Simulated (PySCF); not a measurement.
C6H12BNO2 (SMILES CCC[C@H](C)OB(O)C#N)

```xyz
22

C     3.0811   -0.5285    0.1803
C     1.8624    0.2254   -0.3397
C     0.6092   -0.1286    0.4562
C    -0.6719    0.4821   -0.1238
C    -0.7325    1.9984    0.0289
O    -1.7837   -0.0695    0.5683
B    -2.5873   -1.0425    0.0979
O    -3.5953   -1.5030    0.8632
C    -2.4096   -1.6642   -1.3151
N    -2.2420   -2.0947   -2.3642
H     3.9669   -0.2522   -0.3864
H     2.9360   -1.6025    0.0878
H     3.2566   -0.2961    1.2284
H     2.0516    1.2980   -0.2747
H     1.7030   -0.0229   -1.3911
H     0.7205    0.1983    1.4922
H     0.4841   -1.2148    0.4607
H    -0.7408    0.2166   -1.1890
H    -0.6420    2.2696    1.0778
H    -1.6837    2.3693   -0.3456
H     0.0692    2.4646   -0.5347
H    -3.6624   -1.0836    1.7216
```

Geometry: GFN2-xTB.

All numbers below come from PBE0/pcSseg-1, SCF density, gas phase, non-relativistic (PySCF).

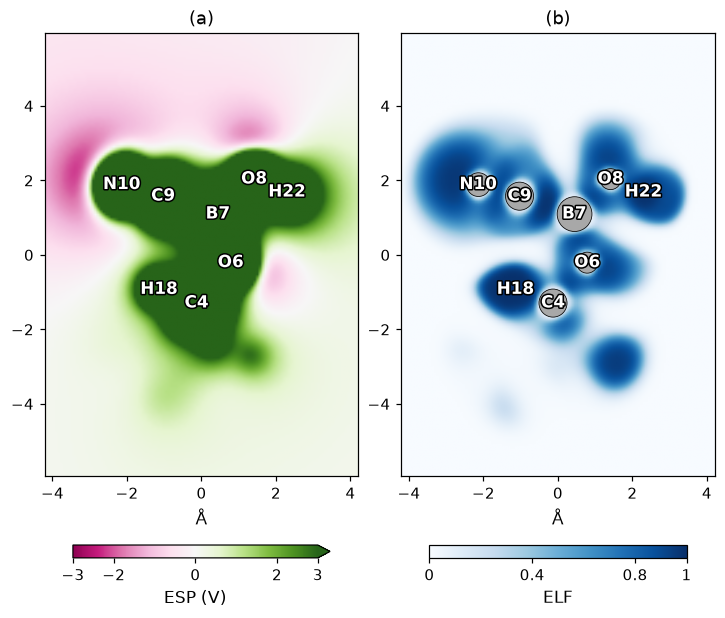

Figure 1. (a) molecular electrostatic potential; (b) ELF on the plane of atoms O6, B7 and O8. Grey discs cover the atomic cores in the ELF map.

### Interpret the plot.

The plane passes through C, O, B, N and H nuclei.
C–N (1.15 Å): the ELF peaks at about 0.90 between the atoms; a multiple bond.
B–O (1.35 Å): the ELF peaks at about 0.90 between the atoms (a short, strongly polar bond).
C–O (1.42 Å): the ELF peaks at about 0.90 between the atoms: a polar covalent bond.
C–B (1.55 Å): the ELF peaks at about 1 between the atoms; a covalent bond.
O–H (0.96 Å): the ELF climbs to about 1 towards the hydrogen, as it does in any bond to H; an ordinary covalent bond to hydrogen.
The ELF also peaks beside O6, N10 and O8, away from the bonds: lone-pair regions.
Outside the dense part of the molecule the potential is most negative (−2.2 V) near N10.

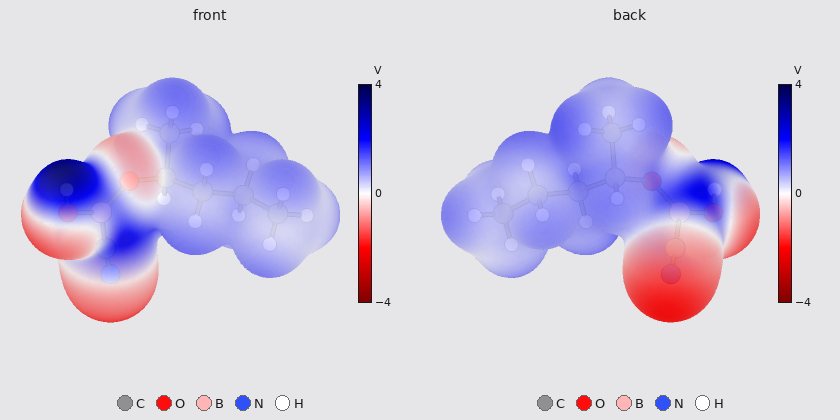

Figure 2. The electrostatic potential painted on the density surface at 0.004 e/bohr³, seen from the front and from behind; the colour scale runs from red (negative) to blue (positive).

### Describe the electrostatic potential map.

The most negative region (about −2.0 V, or −46 kcal/mol for a unit charge) lies over N10, the most positive (about +3.4 V, or +78 kcal/mol for a unit charge) over H22. N10 is the likeliest acceptor of a hydrogen bond.

### What dipole moment does the calculation give?

Its dipole moment is 4.37 D.
